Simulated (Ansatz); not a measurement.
CH₄CuO (charge +1)

The calculation's input:

```
crystal:
  periodic: [false, false, false]
  atoms:
    - {symbol: Cu, position_ang: [-0.255487, -0.354771, -2.366405]}
    - {symbol: C, position_ang: [0.386522, 0.011892, 0.578621]}
    - {symbol: O, position_ang: [-0.590283, -0.056414, -0.493626]}
    - {symbol: H, position_ang: [1.222423, -0.620943, 0.291626]}
    - {symbol: H, position_ang: [-0.066480, -0.376192, 1.489789]}
    - {symbol: H, position_ang: [0.717689, 1.041052, 0.713968]}
    - {symbol: H, position_ang: [-1.414384, 0.355277, -0.213874]}
basis:
  gaussian: {orbitals: "def2-TZVPPD.json"}
total_charge: 1
hamiltonian: {xc: pbe0, dispersion: d4}
output: {orbitals: {seedname: orbitals}}
```

Launched as:

```sh
ansatz run in.yaml --threads 4 --pin off --events-out ev --progress --plain --max-ram 9574MiB
```

Geometry: PBE0-D4/def2-TZVP.

Theory: Ansatz, RKS PBE0-D4/def2-TZVPPD.

**Predict the electron density and electron localisation function between the atoms.**

C–O (1.45 Å): ρ at the midpoint is about 1.8 e/Å³, with its minimum of 1.5 e/Å³ about 0.5 Å from C; the ELF peaks at about 0.90 between the atoms, as expected for a polar covalent bond.
Cu–O (1.93 Å): ρ at the midpoint is about 0.62 e/Å³; the ELF peaks at about 0.90 in the valence shell of O, 0.6 Å from its nucleus, and is about 0.15 at the midpoint.

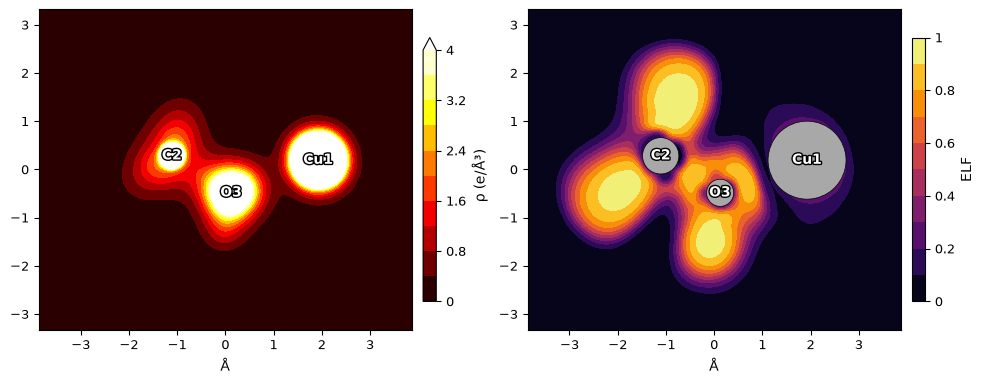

Computed electron density and electron localisation function on the plane of atoms Cu1, O3 and C2, in this order. Grey discs cover the atomic cores in the ELF map. 
